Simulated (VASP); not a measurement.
Given:

```
Sb
1.0
    3.34119     0.00000     0.00000
   -1.67059     2.89355     0.00000
    0.00000     0.00000     5.56977
Sb
2
Direct
  0.33333   0.66667   0.25000
  0.66667   0.33333   0.75000
```

Computed with r2SCAN meta-GGA, VASP's PBE PAW potentials (set 64) (plane waves; VASP). Numerical set-up: 400 eV cut-off, 14×14×8 Γ-centred mesh, tetrahedra with Blöchl corrections, potentials Sb.

Unless said otherwise, spin-orbit coupling is left out, though it shifts the bands of the heavy elements here.

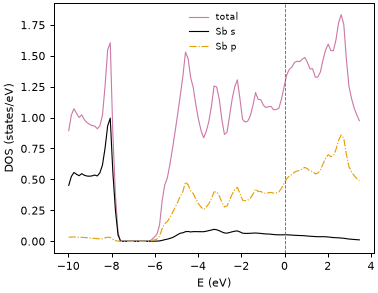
Fig. 1. Total and projected density of states, zero at the Fermi level

Within 2 eV below the Fermi level the largest weight inside VASP's projection spheres is Sb p.

It has no gap at this level: it comes out as a metal or semimetal.

The structure comes from a computed database's Sb entry (P6_3/mmc); how it stands against other phases isn't given here. It was relaxed first.
